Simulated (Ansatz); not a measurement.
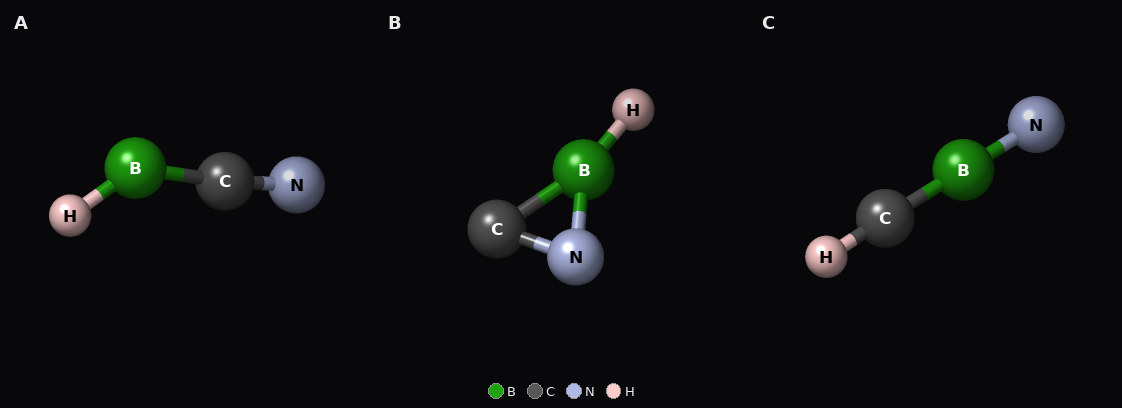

3 stationary structures of one formula. Charge 0, doublet. Geometries: PBE0-D4/def2-TZVP. Electronic energies: UHF-CCSD(T) (frozen core)/def2-TZVPP (Ansatz 0.2.0), without zero-point energy. No frequency run is at hand to confirm each as a minimum.

Which structure is the most stable?

A is lowest; B lies 4.9 kcal/mol above it (Cs), C lies 59.3 kcal/mol above it (C∞v).

The determinant isn't a pure spin state (⟨S²⟩ up to 1.73).
